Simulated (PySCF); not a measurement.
Si(OH)2(OMe)(iPr), SMILES CO[Si](O)(O)C(C)C (C₄H₁₂O₃Si) at its GFN2-xTB optimised geometry (Å):

```
20

C      1.1008    -0.6966     0.3502
O      0.2291     0.3423     0.0000
Si    -1.3961     0.3423     0.0000
O     -1.8351     1.9113     0.0000
O     -1.9247    -0.3330     1.3865
C     -2.1562    -0.5659    -1.5059
C     -1.7996    -2.0536    -1.5347
C     -1.7546     0.0857    -2.8308
H      2.0616    -0.2497     0.6089
H      1.2373    -1.3802    -0.4908
H      0.7159    -1.2550     1.2037
H     -1.3093     2.5314    -0.4959
H     -2.7714    -0.0698     1.7350
H     -3.2475    -0.4964    -1.4312
H     -2.3296    -2.5610    -2.3401
H     -0.7322    -2.1850    -1.6978
H     -2.0616    -2.5314    -0.5938
H     -2.0896     1.1197    -2.8658
H     -0.6732     0.0720    -2.9509
H     -2.1987    -0.4473    -3.6707
```

Method: PBE0/def2-SVP in PySCF 2.14.0. Cells within 0.4 Å of a nucleus heavier than hydrogen are left out (blank, or x).

Map of the deformation density (molecule minus spherical neutral atoms) (e/bohr³) on the plane z = 1.5 Å:

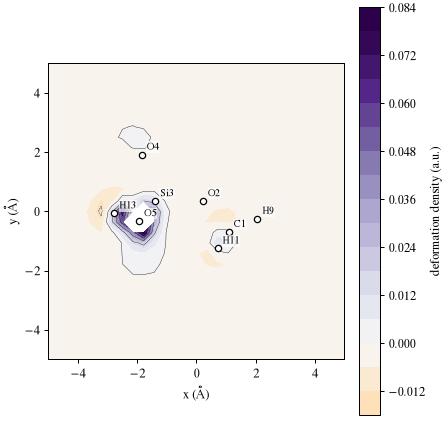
Deformation density (molecule minus spherical neutral atoms) (e/bohr³) on the plane z = 1.5 Å.
